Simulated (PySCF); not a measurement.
```xyz
26

C    -4.2823    0.1561   -1.0451
N    -3.0356   -0.0807   -0.3631
C    -2.8230   -1.4567    0.0127
Si   -2.1578    1.1893    0.4323
C    -0.3205    0.8093    0.3386
C     0.2340    0.2817   -0.8376
C     1.5974    0.0164   -0.9297
C     2.4572    0.2698    0.1509
Si    4.3040   -0.0474    0.0106
C     1.9016    0.7910    1.3281
C     0.5357    1.0537    1.4206
H    -4.3530   -0.4635   -1.9588
H    -5.1692   -0.0810   -0.4223
H    -4.3622    1.2093   -1.3526
H    -1.8287   -1.5868    0.4668
H    -2.8681   -2.1180   -0.8728
H    -3.5772   -1.8269    0.7371
H    -2.5140    2.4474   -0.2933
H    -2.4766    1.3925    1.8888
H    -0.4187    0.0653   -1.6888
H     1.9968   -0.4011   -1.8592
H     4.5540   -1.1880   -0.9223
H     4.8677   -0.3670    1.3575
H     5.0199    1.1541   -0.5217
H     2.5410    0.9876    2.1942
H     0.1293    1.4497    2.3564
```

Geometry: PBE0-D3(BJ)/def2-SVP.

Level of theory: PySCF 2.14.0, PBE0/pcSseg-1, SCF density, gas phase, non-relativistic.

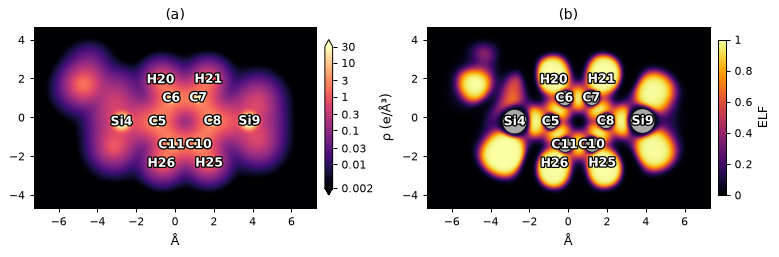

C$_{8}$H$_{15}$NSi$_{2}$. (a) electron density; (b) ELF on the plane of atoms C5, C6 and C7. Grey discs cover the atomic cores in the ELF map.

**What does the map show?**

The section cuts through Si, C and H sites.
C–C (1.39 Å): ρ is about 2.1 e/Å³ halfway; the ELF peaks at about 0.95 between the atoms; a covalent bond.
C–Si (1.88 Å): the density is about 0.96 e/Å³ at the midpoint; the ELF peaks at about 0.95 between the atoms (a covalent bond).
C–H (1.09 Å): the density is about 2 e/Å³ at the midpoint; the ELF climbs to about 1 towards the hydrogen, as it does in any bond to H; a covalent bond by its length.
